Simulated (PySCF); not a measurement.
# C3H6OSi: NMR shifts, electronic excitations and K edges in gas and solvents, part 1 of 2

Aim: compute the NMR shifts, electronic excitations and K edges of C3H6OSi (`C#C[SiH2]OC`), and see what a dielectric continuum does where one was used.

Computed with PySCF 2.14.0, with density-fitted response routines of our own, on a single molecule, in the gas phase or a continuum. Atoms are numbered from 0 throughout.

### Step 1. The molecule as given

11 atoms, charge 0, multiplicity 1; geometry from: GFN2-xTB.

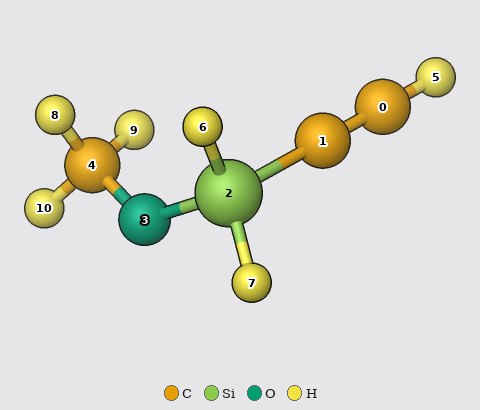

The starting geometry (carbon amber, silicon green, oxygen teal, hydrogen yellow), atoms numbered.

### Step 2. Relaxing the molecule at PBE0-D3(BJ)/def2-SVP

The job: settings as JSON, then the geometry in Å.

```
{"job": {"xc": "PBE0", "basis": "def2-SVP", "d3": "d3bj", "grid": 1, "kind": "geom"}, "charge": 0, "multiplicity": 1}
C      2.741997     0.023945    -0.138430
C      1.645712    -0.465000    -0.208612
Si    -0.063874    -1.184442    -0.320368
O     -1.192909    -0.033286    -0.508284
C     -1.507119     1.050494     0.307378
H      3.704864     0.445380    -0.078716
H     -0.258402    -1.947864     0.919826
H     -0.270215    -1.916953    -1.559928
H     -1.863160     0.713256     1.284704
H     -0.635270     1.692774     0.457768
H     -2.296199     1.624366    -0.181303
```

Standard output:

```text
step   0  E = -482.01775602  max force = 0.034924
step   1  E = -482.02192384  max force = 0.004394
step   2  E = -482.02224150  max force = 0.002090
step   3  E = -482.02230092  max force = 0.001012
step   4  E = -482.02231351  max force = 0.000496
step   5  E = -482.02232163  max force = 0.000144
optimisation converged
```

Wall time 17 s (1 thread, shared host).

Relaxation path:

```tsv
step	energy from step 0 (eV)	largest force component (eV/Å)
0	0.0000	1.7959
1	-0.1134	0.2259
2	-0.1221	0.1075
3	-0.1237	0.0520
4	-0.1240	0.0255
5	-0.1242	0.0074
```

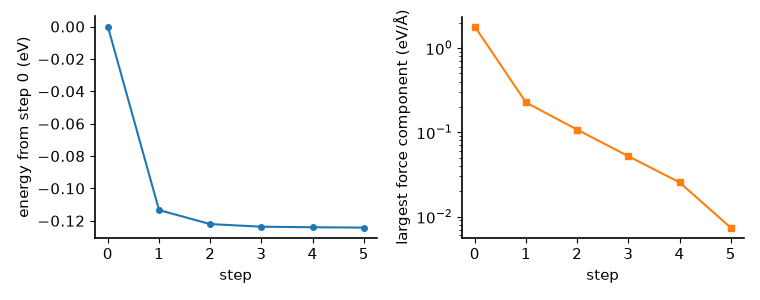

Energy and largest force along the relaxation.

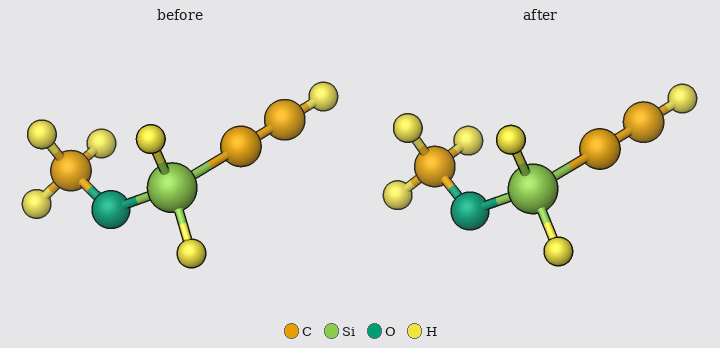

Before and after, at one scale.

Close pairs (by a distance rule), those that changed most:

```tsv
bond	before (Å)	after (Å)	change (Å)
Si2–O3	1.623	1.658	+0.034
Si2–H7	1.455	1.484	+0.029
Si2–H6	1.469	1.494	+0.025
C0–H5	1.053	1.076	+0.023
C1–Si2	1.858	1.839	-0.019
C0–C1	1.202	1.217	+0.015
C4–H8	1.093	1.106	+0.012
C4–H9	1.093	1.105	+0.012
```

The next job starts from the end point, and lists it.

```tsv
at the end point	value
point group (found at 0.08 Å tolerance)	C1
rotational constants (GHz, main isotopes)	7.088, 2.544, 1.988
dipole moment (D)	1.47
```

### Step 3. Nuclear shieldings: PBE0/pcSseg-1 in acetone

The job: settings as JSON, then the geometry in Å.

```
{"job": {"kind": "nmr", "xc": "PBE0", "basis": "pcSseg-1", "solvent": "acetone", "pop": true}, "charge": 0, "multiplicity": 1}
C      2.778174     0.193886    -0.020840
C      1.678205    -0.323066    -0.090733
Si     0.006979    -1.085862    -0.181829
O     -1.154015     0.083332    -0.363115
C     -1.342264     1.152389     0.523991
H      3.751444     0.648918     0.037304
H     -0.199665    -1.862204     1.077906
H     -0.086237    -1.962298    -1.375380
H     -1.646078     0.805542     1.529030
H     -0.428107     1.763404     0.633511
H     -2.141710     1.798241     0.131124
```

Level: GIAO PBE0/pcSseg-1 NMR shielding, non-relativistic, IEF-PCM acetone.

Standard output:

```text
coarse grid: 9688 points
cycle   1  E = -482.1019178238  dE =  3.950e-01  |g| = 6.656e-01  |ddm| = 2.966e+00
cycle   2  E = -482.0048501466  dE =  9.707e-02  |g| = 9.865e-01  |ddm| = 1.292e+00
cycle   3  E = -482.1844258625  dE = -1.796e-01  |g| = 1.028e-01  |ddm| = 8.543e-01
cycle   4  E = -482.1865223899  dE = -2.097e-03  |g| = 2.719e-02  |ddm| = 1.005e-01
cycle   5  E = -482.1866899479  dE = -1.676e-04  |g| = 1.168e-02  |ddm| = 3.137e-02
cycle   6  E = -482.1867181818  dE = -2.823e-05  |g| = 5.090e-03  |ddm| = 9.818e-03
cycle   7  E = -482.1867245747  dE = -6.393e-06  |g| = 2.596e-04  |ddm| = 3.424e-03
final grid: 88992 points
cycle   8  E = -482.2275860194  dE = -1.300e-05  |g| = 8.721e-03  |ddm| = 2.231e-02
cycle   9  E = -482.2275730682  dE =  1.295e-05  |g| = 1.233e-02  |ddm| = 1.250e-02
cycle  10  E = -482.2276001639  dE = -2.710e-05  |g| = 1.145e-03  |ddm| = 7.718e-03
cycle  11  E = -482.2276004424  dE = -2.785e-07  |g| = 1.214e-04  |ddm| = 9.299e-04
cycle  12  E = -482.2276004442  dE = -1.794e-09  |g| = 7.954e-05  |ddm| = 1.358e-04
cycle  13  E = -482.2276004456  dE = -1.403e-09  |g| = 2.916e-05  |ddm| = 6.753e-05
cycle  14  E = -482.2276004458  dE = -2.030e-10  |g| = 4.808e-06  |ddm| = 2.271e-05
converged SCF energy = -482.2276004458

GIAO shielding tensors (ppm)
atom      isotropic    diamagn.    paramagn.     s11        s22        s33       span
  0 C       76.586     260.534    -183.948    -10.061     -3.921    243.741    253.802
  1 C       99.545     260.586    -161.040      1.203      8.037    289.395    288.192
  2 Si     396.342     879.757    -483.415    345.105    374.567    469.353    124.248
  3 O      333.395     396.396     -63.001    276.713    350.526    372.944     96.231
  4 C      131.280     243.556    -112.276    103.140    107.051    183.648     80.508
  5 H       28.315      31.467      -3.153     23.519     23.552     37.873     14.354
  6 H       26.420      28.361      -1.941     23.036     25.046     31.178      8.142
  7 H       26.494      28.004      -1.510     23.090     24.884     31.508      8.418
  8 H       27.654      28.230      -0.576     24.074     25.099     33.790      9.717
  9 H       27.439      29.619      -2.181     23.170     26.429     32.716      9.546
 10 H       27.383      27.437      -0.054     23.218     25.183     33.746     10.528
```

It took 7.4 s on 1 thread, shared host.

Shifts follow as δ = σ(reference) − σ, with reference shieldings (ppm) from runs at the same level and on the same kind of geometry: ¹H TMS 31.24, ¹³C TMS 185.4, ²⁹Si TMS 351.8, ¹⁷O H2O 342.8. The references are single molecules in the same continuum, so shifts against H2O, NH3, PH3, H3PO4 or CFCl3 are not on the usual liquid scales and can be off by tens of ppm. Atoms listed in one row are averaged.

```tsv
atoms	environment	σ (ppm)	δ (ppm)
C0	terminal alkyne carbon	76.6	108.8
C1	alkyne carbon	99.5	85.9
C4	methyl carbon bonded to O	131.3	54.2
H6, H7	hydrogen on a silicon bonded to C, O	26.46	4.78
H8, H9, H10	hydrogen on a methyl carbon bonded to O	27.49	3.75
H5	hydrogen on a terminal alkyne carbon	28.31	2.93
Si2	silicon bonded to C, O, 2 H	396.3	-44.6
O3	oxygen bonded to C, Si	333.4	9.4
```

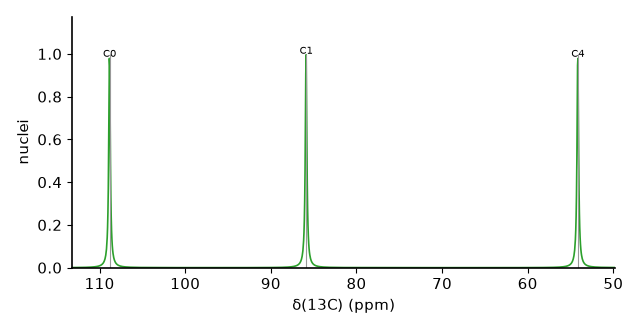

¹³C lines at the computed shifts, without couplings. Lines are broadened to a width of 0.22 ppm (Lorentzian).

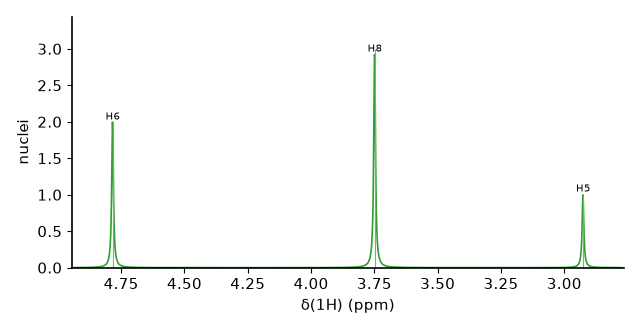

¹H lines at the computed shifts, without couplings. Lines are broadened to a width of 0.01 ppm (Lorentzian).

The run also stored atomic charges by several schemes (e):

```tsv
atoms	Mulliken	IAO	Hirshfeld	ESP fit
C0	-0.19	-0.18	-0.08	-0.33
C1	-0.24	-0.38	-0.17	-0.20
Si2	0.86	1.01	0.41	0.60
O3	-0.65	-0.64	-0.24	-0.42
C4	-0.04	-0.20	-0.03	-0.07
```

ESP fit charges:

```tsv
atom	value (e)
C0	-0.33
C1	-0.20
Si2	0.60
O3	-0.42
C4	-0.07
H5	0.33
H6	-0.10
H7	-0.09
H8	0.09
H9	0.09
H10	0.10
```

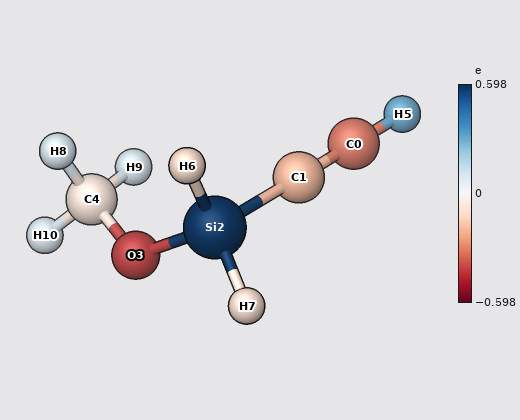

ESP fit charges, as colours on the atoms.

Mayer bond orders: C0–C1 2.53, C1–Si2 0.90, Si2–O3 0.98, O3–C4 0.88.

### Step 4. Nuclear shieldings: PBE0/pcSseg-1 in water

The job, as its differences from that of step 3:

```diff
@@ -1,2 +1,2 @@
-{"job": {"kind": "nmr", "xc": "PBE0", "basis": "pcSseg-1", "solvent": "acetone", "pop": true}, "charge": 0, "multiplicity": 1}
+{"job": {"kind": "nmr", "xc": "PBE0", "basis": "pcSseg-1", "solvent": "water", "pop": false}, "charge": 0, "multiplicity": 1}
 C      2.778174     0.193886    -0.020840
```

Level: GIAO PBE0/pcSseg-1 NMR shielding, non-relativistic, IEF-PCM water.

Standard output:

```text
coarse grid: 9688 points
cycle   1  E = -482.1025724049  dE =  3.944e-01  |g| = 6.649e-01  |ddm| = 2.966e+00
cycle   2  E = -482.0067010789  dE =  9.587e-02  |g| = 9.832e-01  |ddm| = 1.284e+00
cycle   3  E = -482.1848471455  dE = -1.781e-01  |g| = 1.021e-01  |ddm| = 8.484e-01
cycle   4  E = -482.1869154021  dE = -2.068e-03  |g| = 2.670e-02  |ddm| = 9.952e-02
cycle   5  E = -482.1870815073  dE = -1.661e-04  |g| = 1.064e-02  |ddm| = 3.065e-02
cycle   6  E = -482.1871035957  dE = -2.209e-05  |g| = 5.190e-03  |ddm| = 9.263e-03
cycle   7  E = -482.1871102522  dE = -6.656e-06  |g| = 2.582e-04  |ddm| = 3.442e-03
final grid: 88992 points
cycle   8  E = -482.2279694957  dE = -1.302e-05  |g| = 8.717e-03  |ddm| = 2.237e-02
cycle   9  E = -482.2279566109  dE =  1.288e-05  |g| = 1.232e-02  |ddm| = 1.247e-02
cycle  10  E = -482.2279836223  dE = -2.701e-05  |g| = 1.141e-03  |ddm| = 7.693e-03
cycle  11  E = -482.2279838985  dE = -2.763e-07  |g| = 1.219e-04  |ddm| = 9.236e-04
cycle  12  E = -482.2279839003  dE = -1.776e-09  |g| = 8.106e-05  |ddm| = 1.366e-04
cycle  13  E = -482.2279839018  dE = -1.473e-09  |g| = 2.860e-05  |ddm| = 6.795e-05
cycle  14  E = -482.2279839020  dE = -1.893e-10  |g| = 4.827e-06  |ddm| = 2.263e-05
converged SCF energy = -482.2279839020

GIAO shielding tensors (ppm)
atom      isotropic    diamagn.    paramagn.     s11        s22        s33       span
  0 C       76.353     260.456    -184.103    -10.404     -4.285    243.747    254.152
  1 C       99.614     260.609    -160.995      1.316      8.135    289.390    288.074
  2 Si     396.298     879.764    -483.466    345.031    374.556    469.308    124.277
  3 O      333.558     396.458     -62.900    277.023    350.595    373.058     96.035
  4 C      131.268     243.572    -112.305    103.085    107.005    183.714     80.629
  5 H       28.280      31.435      -3.156     23.478     23.510     37.851     14.374
  6 H       26.416      28.356      -1.940     23.030     25.042     31.176      8.146
  7 H       26.494      28.006      -1.512     23.089     24.885     31.507      8.418
  8 H       27.639      28.213      -0.574     24.059     25.080     33.777      9.717
  9 H       27.434      29.612      -2.178     23.164     26.421     32.716      9.552
 10 H       27.378      27.432      -0.054     23.212     25.176     33.746     10.534
```

Run time: 6.1 s. Hardware: 1 thread, shared host.

Key values: δ C0 109.1, C1 85.9, C4 54.2, Si2 -44.5, H6 4.78, H8 3.76 ppm (means over like atoms).

### Step 5. TDDFT and polarisability: wB97X-D/def2-SVPD

The job, as its differences from that of step 4:

```diff
@@ -1,2 +1,2 @@
-{"job": {"kind": "nmr", "xc": "PBE0", "basis": "pcSseg-1", "solvent": "water", "pop": false}, "charge": 0, "multiplicity": 1}
+{"job": {"kind": "uv", "xc": "wB97X-D", "basis": "def2-SVPD", "dynamic": true, "nstates": 6, "ntriplets": 0}, "charge": 0, "multiplicity": 1}
 C      2.778174     0.193886    -0.020840
```

Method: TDDFT wB97X-D/def2-SVPD, vertical, gas phase, core orbitals frozen in the response.

Standard output:

```text
coarse grid: 9688 points
cycle   1  E = -482.1457386127  dE =  3.993e-01  |g| = 6.496e-01  |ddm| = 6.384e+00
cycle   2  E = -482.1227693340  dE =  2.297e-02  |g| = 7.777e-01  |ddm| = 1.612e+00
cycle   3  E = -482.2333763272  dE = -1.106e-01  |g| = 6.280e-02  |ddm| = 7.107e-01
cycle   4  E = -482.2342957234  dE = -9.194e-04  |g| = 1.994e-02  |ddm| = 2.021e-01
cycle   5  E = -482.2344142027  dE = -1.185e-04  |g| = 4.477e-03  |ddm| = 8.004e-02
cycle   6  E = -482.2344183398  dE = -4.137e-06  |g| = 3.119e-03  |ddm| = 1.946e-02
final grid: 88992 points
cycle   7  E = -482.3089048100  dE = -4.950e-05  |g| = 5.179e-03  |ddm| = 7.857e-02
cycle   8  E = -482.3089001638  dE =  4.646e-06  |g| = 6.923e-03  |ddm| = 1.959e-02
cycle   9  E = -482.3089116668  dE = -1.150e-05  |g| = 6.183e-04  |ddm| = 8.571e-03
cycle  10  E = -482.3089117671  dE = -1.003e-07  |g| = 2.358e-04  |ddm| = 1.685e-03
cycle  11  E = -482.3089117826  dE = -1.554e-08  |g| = 8.217e-05  |ddm| = 5.144e-04
cycle  12  E = -482.3089117842  dE = -1.570e-09  |g| = 2.548e-05  |ddm| = 1.185e-04
cycle  13  E = -482.3089117844  dE = -2.632e-10  |g| = 6.646e-06  |ddm| = 5.545e-05
converged SCF energy = -482.3089117844

Static polarisability (au): isotropic 64.098, principal 52.600 61.123 78.570

Singlet excitations
state   eV       nm        f      main configurations
  1   5.8824    210.8   0.00035   H->L 0.59, H-1->L 0.18
  2   6.2457    198.5   0.00111   H-2->L 0.31, H->L+1 0.28, H-1->L 0.16
  3   6.3563    195.1   0.00049   H-2->L+1 0.58, H-1->L+1 0.26
  4   6.9963    177.2   0.00238   H-1->L 0.41, H-2->L 0.26, H->L 0.26
  5   7.7435    160.1   0.03617   H-3->L 0.55, H->L+1 0.14
  6   7.8147    158.7   0.01102   H-1->L+1 0.29, H-3->L 0.21, H->L+1 0.20
```

Wall time 13 s (1 thread, shared host).

The orbitals next to the gap, with their largest atomic shares:

```tsv
orbital	eV	atoms
HOMO−3	-11.04	O3 44 %, C4 16 %, C1 9 %
HOMO−2	-10.43	C1 33 %, C0 32 %, O3 15 %
HOMO−1	-10.27	O3 34 %, C1 23 %, C0 22 %
HOMO	-10.11	C1 25 %, C0 25 %, O3 16 %
LUMO	1.25	C0 25 %, C1 25 %, Si2 23 %
LUMO+1	1.74	C0 33 %, C1 31 %, Si2 18 %
LUMO+2	2.20	Si2 31 %, C0 22 %, C1 10 %
```

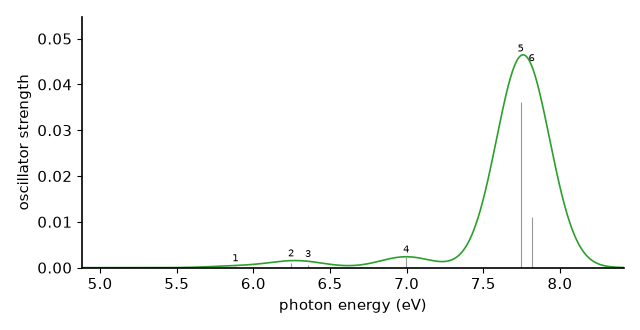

Absorption spectrum from the 6 singlet states computed; above the last one it falls off for lack of states. Lines are broadened to a width of 0.40 eV (Gaussian).

Ground-state properties from the same run:

```tsv
property	computed
dipole moment (D)	1.41
polarisability (Å³)	9.50
HOMO–LUMO gap (eV)	11.36
−ε(HOMO) (eV)	10.11
C6 with itself (au)	1576
```

### Step 6. Ultraviolet spectrum: wB97X-D/def2-SVPD in acetone

The job, as its differences from that of step 5:

```diff
@@ -1,2 +1,2 @@
-{"job": {"kind": "uv", "xc": "wB97X-D", "basis": "def2-SVPD", "dynamic": true, "nstates": 6, "ntriplets": 0}, "charge": 0, "multiplicity": 1}
+{"job": {"kind": "uv", "xc": "wB97X-D", "basis": "def2-SVPD", "solvent": "acetone", "nstates": 6, "ntriplets": 0}, "charge": 0, "multiplicity": 1}
 C      2.778174     0.193886    -0.020840
```

Level: TDDFT wB97X-D/def2-SVPD, vertical, IEF-PCM acetone (non-equilibrium linear response), core orbitals frozen in the response.

Standard output:

```text
coarse grid: 9688 points
cycle   1  E = -482.1558453406  dE =  3.896e-01  |g| = 6.361e-01  |ddm| = 6.408e+00
cycle   2  E = -482.1407133347  dE =  1.513e-02  |g| = 7.392e-01  |ddm| = 1.516e+00
cycle   3  E = -482.2390854725  dE = -9.837e-02  |g| = 5.914e-02  |ddm| = 6.844e-01
cycle   4  E = -482.2399196910  dE = -8.342e-04  |g| = 1.863e-02  |ddm| = 1.933e-01
cycle   5  E = -482.2400259515  dE = -1.063e-04  |g| = 4.009e-03  |ddm| = 7.567e-02
cycle   6  E = -482.2400300113  dE = -4.060e-06  |g| = 2.358e-03  |ddm| = 1.703e-02
final grid: 88992 points
cycle   7  E = -482.3144576544  dE = -5.113e-05  |g| = 4.445e-03  |ddm| = 8.698e-02
cycle   8  E = -482.3144568344  dE =  8.200e-07  |g| = 4.878e-03  |ddm| = 1.695e-02
cycle   9  E = -482.3144625768  dE = -5.742e-06  |g| = 6.945e-04  |ddm| = 8.304e-03
cycle  10  E = -482.3144627038  dE = -1.270e-07  |g| = 1.961e-04  |ddm| = 1.740e-03
cycle  11  E = -482.3144627173  dE = -1.353e-08  |g| = 5.324e-05  |ddm| = 5.963e-04
cycle  12  E = -482.3144627183  dE = -9.675e-10  |g| = 2.765e-05  |ddm| = 1.486e-04
converged SCF energy = -482.3144627183

Static polarisability (au): isotropic 82.533, principal 70.445 76.720 100.434

Singlet excitations
state   eV       nm        f      main configurations
  1   5.9416    208.7   0.00047   H->L 0.51, H-1->L 0.26
  2   6.2955    196.9   0.00136   H-2->L 0.36, H->L+1 0.23, H-1->L+1 0.16
  3   6.4058    193.5   0.00063   H-2->L+1 0.67, H-1->L+1 0.18
  4   7.0034    177.0   0.00279   H-1->L 0.40, H->L 0.36, H-2->L 0.17
  5   7.7491    160.0   0.06055   H-3->L 0.54, H->L+1 0.17
  6   7.8201    158.5   0.01731   H->L+1 0.29, H-1->L+1 0.28, H-3->L 0.18
```

Run time: 11 s. Hardware: 1 thread, shared host.

This run: HOMO -10.17 eV, LUMO 1.23 eV; lowest singlet 5.94 eV.

### Step 7. Excited states and response: wB97X-D/def2-SVPD in water

The job, as its differences from that of step 6:

```diff
@@ -1,2 +1,2 @@
-{"job": {"kind": "uv", "xc": "wB97X-D", "basis": "def2-SVPD", "solvent": "acetone", "nstates": 6, "ntriplets": 0}, "charge": 0, "multiplicity": 1}
+{"job": {"kind": "uv", "xc": "wB97X-D", "basis": "def2-SVPD", "solvent": "water", "nstates": 6, "ntriplets": 0}, "charge": 0, "multiplicity": 1}
 C      2.778174     0.193886    -0.020840
```

With the program's defaults for keys left out, this is: TDDFT wB97X-D/def2-SVPD, vertical, IEF-PCM water (non-equilibrium linear response), core orbitals frozen in the response.

Standard output:

```text
coarse grid: 9688 points
cycle   1  E = -482.1564334827  dE =  3.890e-01  |g| = 6.354e-01  |ddm| = 6.409e+00
cycle   2  E = -482.1416584901  dE =  1.477e-02  |g| = 7.373e-01  |ddm| = 1.513e+00
cycle   3  E = -482.2394574293  dE = -9.780e-02  |g| = 5.900e-02  |ddm| = 6.832e-01
cycle   4  E = -482.2402892237  dE = -8.318e-04  |g| = 1.862e-02  |ddm| = 1.924e-01
cycle   5  E = -482.2403953209  dE = -1.061e-04  |g| = 4.114e-03  |ddm| = 7.539e-02
cycle   6  E = -482.2403995620  dE = -4.241e-06  |g| = 2.407e-03  |ddm| = 1.693e-02
final grid: 88992 points
cycle   7  E = -482.3148230173  dE = -5.114e-05  |g| = 4.493e-03  |ddm| = 8.754e-02
cycle   8  E = -482.3148222066  dE =  8.107e-07  |g| = 4.917e-03  |ddm| = 1.709e-02
cycle   9  E = -482.3148280446  dE = -5.838e-06  |g| = 6.931e-04  |ddm| = 8.444e-03
cycle  10  E = -482.3148281715  dE = -1.270e-07  |g| = 1.965e-04  |ddm| = 1.773e-03
cycle  11  E = -482.3148281853  dE = -1.376e-08  |g| = 5.348e-05  |ddm| = 6.105e-04
cycle  12  E = -482.3148281863  dE = -9.949e-10  |g| = 2.803e-05  |ddm| = 1.551e-04
converged SCF energy = -482.3148281863

Static polarisability (au): isotropic 83.923, principal 72.028 77.842 101.900

Singlet excitations
state   eV       nm        f      main configurations
  1   5.9458    208.5   0.00046   H->L 0.51, H-1->L 0.26
  2   6.3005    196.8   0.00135   H-2->L 0.36, H->L+1 0.23, H-1->L+1 0.16
  3   6.4104    193.4   0.00062   H-2->L+1 0.67, H-1->L+1 0.17
  4   7.0054    177.0   0.00271   H-1->L 0.40, H->L 0.36, H-2->L 0.17
  5   7.7523    159.9   0.05838   H-3->L 0.54, H->L+1 0.16
  6   7.8228    158.5   0.01702   H->L+1 0.30, H-1->L+1 0.28, H-3->L 0.18
```

Run time: 11 s. Hardware: 1 thread, shared host.

This run: HOMO -10.17 eV, LUMO 1.23 eV; lowest singlet 5.95 eV.

(Continued in part 2 of 2.)
